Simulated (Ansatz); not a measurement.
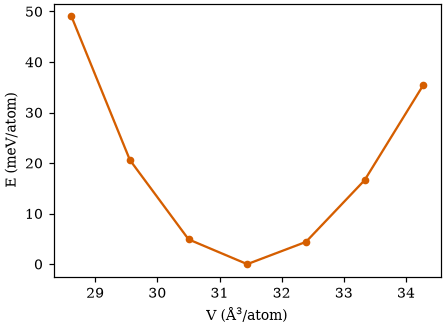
Fig. 1. LaTl (CsCl type, space group No. 221) under volume change, the program Ansatz at the r²SCAN level (PAW), scaled uniformly.

### Question
What does a third-order Birch–Murnaghan fit give for V₀, B₀ and B′?

### Answer
V₀ = 31.45 Å³/atom, B₀ = 52.0 GPa, B′ = 4.4.

Space group Pm-3m (CsCl type). The workflow started from an entry of the Crystallography Open Database (COD). Whether it is the stable phase at ambient conditions was not checked. The r²SCAN relaxation kept the symmetry of its start; whether a distortion lowers the energy is not shown. Scalar-relativistic: spin–orbit coupling is off unless named, which matters more the heavier the elements.

Potentials: the later of the program's two PAW sets.
